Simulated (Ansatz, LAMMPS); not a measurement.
# Static equation of state of Zn39S26Se13 with crystalline order left by the classical run (78 atoms)

Density of this cell: 4.79 g/cm³. The cell holds 78 atoms: 39 Zn, 26 S and 13 Se. Cell: a = 11.570 Å, b = 11.475 Å, c = 11.584 Å, α = 87.1°, β = 86.1°, γ = 93.3°. The starting structure: 78 atoms (39 Zn, 26 S, 13 Se) placed at random at 4.46 g/cm³, melted at 2500 K for 10 ps at fixed volume with the Stillinger-Weber II-VI potential (Zhou et al., Phys. Rev. B 88, 085309 (2013)). Quenched from 2500 K to 300 K at 10 K/ps and fixed volume, held 5 ps, then minimised at fixed cell.

Calculated with Ansatz 0.2.0: Kohn-Sham DFT, LDA, PAW (set soft_2), plane waves; cutoff 420 eV, Γ point, gaussian smearing of 0.025 eV. Cell and atoms were relaxed first, to V0 = 19.607 Å³ an atom at a residual P0 = -0.012 GPa. The cell was then scaled evenly, and the atoms were relaxed at each volume.

```
volume (Å³/atom)  pressure (GPa)
          17.647               ?
          18.431           5.130
          19.019           2.338
          20.196          -2.049
          20.784          -3.596
```

Task: Fit the third-order Birch–Murnaghan equation to the rows given and extrapolate to the withheld row.

Worked fit:

Take the Eulerian strain f = ½[(V0/V)^(2/3) − 1] and the normalised pressure F = (P − P0) / [3f(1 + 2f)^(5/2)]. The third-order Birch–Murnaghan equation is then the line F = B0 + (3/2)B0(B′ − 4) f, so u = f and v = F.

| u = f | v = F (GPa) |
| --- | --- |
| 0.0210563 | 73.4153 |
| 0.0102566 | 72.5797 |
| -0.00975636 | 73.1220 |
| -0.0190505 | 69.1195 |

With n = 4: mean u = 6.2651e-4, mean v = 72.0591, Σ(u − ū)² = 0.0010051, Σ(u − ū)(v − v̄) = 0.079528. Slope b = 0.079528 / 0.0010051 = 79.124; intercept a = v̄ − b ū = 72.010.

So B0 = a = 72.0 GPa and B′ = 4 + 2b/(3a) = 4.73. At the withheld volume f = 0.03638, F = a + b f = 74.89 GPa, and P = P0 + 3f(1 + 2f)^(5/2) F.

Prediction at 17.647: 9.731 GPa. The run gave 9.352 GPa, so the fit is high by 0.38 GPa (4.1 % of the value).

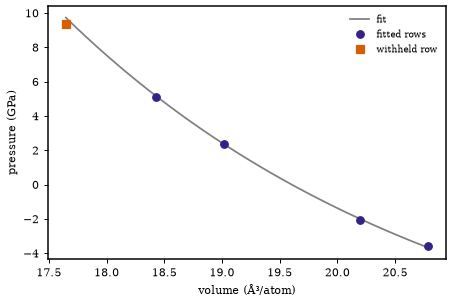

The fit, the rows that it rests on and the withheld row.

The series isn't one smooth equation of state: even a line fitted to all rows, the withheld one included, misses F by up to 2.8 %, the count of bonds changes along the series and an atom moves over 0.5 Å in some relaxation. B0 and B′ are then only the numbers of this fit, not moduli of the material. Among the rows given, the largest miss of the fit is at 20.784, by 0.072 GPa (0.55 % of the range of the table).

Limits: Static cells at zero temperature; the cell shape is held. The program notes that the SCF threshold of these relaxations is loose for the stress. The quench rate of 10 K/ps is many orders above laboratory rates, so the cell is likely richer in defects and strain than a real sample. The network of bonds at the start is that of the classical potential that made the cell, and needn't be the one that DFT or experiment would give. Only the Γ point is sampled, in a cell whose shortest periodic width is 11 Å.

[Logs are printed without paths, hosts, clocks, repeated set-up lines and the standing remarks that a program may print on its own settings, such as how far it seeks lower states.]

[Hosts, paths, dates, database ids (printed as entryN), source tags and the programs' standing remarks are cut or masked in the printed files.]
